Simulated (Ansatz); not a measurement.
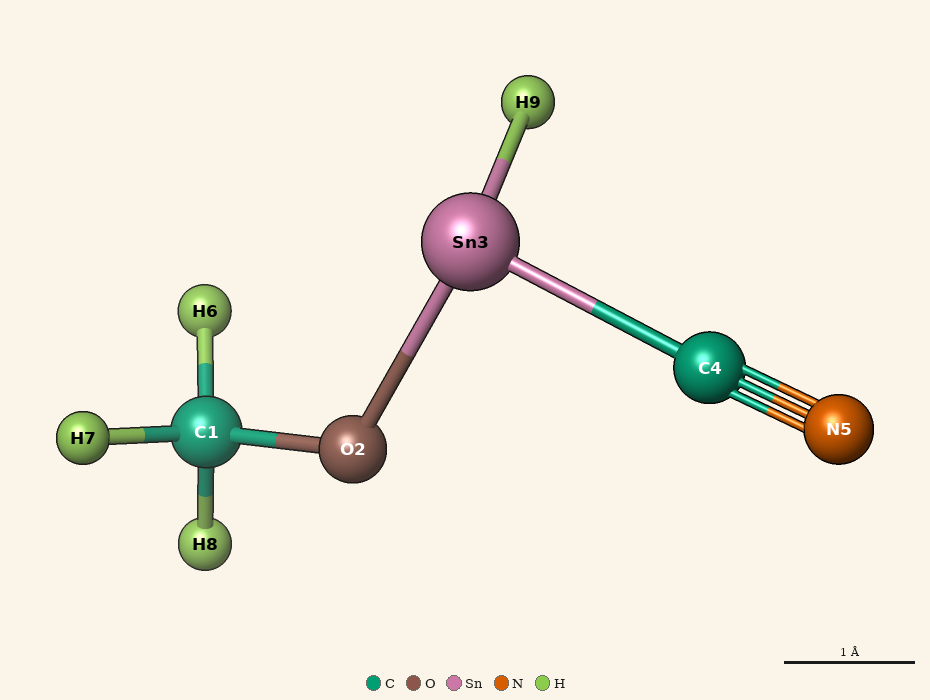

State: neutral, doublet. Computed geometry: PBE-D4/def2-SVP optimisation. No frequency run is at hand to confirm it as a minimum.

> Describe the coordination of atom 4.

C4 has 2 neighbours (Sn3 at 2.16, N5 at 1.18 Å); the arrangement is linear.

> Describe the coordination of atom 2.

O2 has 2 neighbours (C1 at 1.41, Sn3 at 2.03 Å); the arrangement is bent.

> Describe the coordination of atom 3.

Sn3 has 3 neighbours (O2 at 2.03, C4 at 2.16, H9 at 1.77 Å); the arrangement is trigonal pyramidal.

> What is the geometry at C1?

C1 has 4 neighbours (O2 at 1.41, H6 at 1.12, H7 at 1.12, H8 at 1.11 Å); the arrangement is tetrahedral.

> What is the dihedral angle C1–O2–Sn3–C4?

165° in size, that is anti.
